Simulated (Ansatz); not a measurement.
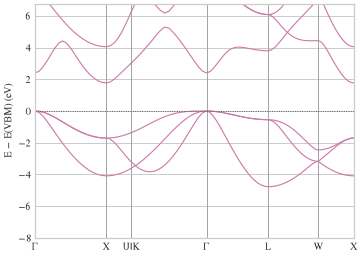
Fig. 1. Band structure from plane-wave PAW PBE (Ansatz code)

Read off the gap and where the band edges lie.

About 1.8 eV (1.77 eV by a search for the band edges); maximum at Γ, minimum at X.

Pick the material that matches.
A. LiH, rock salt
B. PbSe, rock salt
C. CaO, rock salt
D. MgSe, rock salt

D, MgSe, rock salt

Space group Fm-3m (rock salt). Symmetry was held in the PBE relaxation. Scalar-relativistic: spin–orbit coupling is off unless named, which matters more the heavier the elements.

Potentials: the later of the program's two PAW sets.
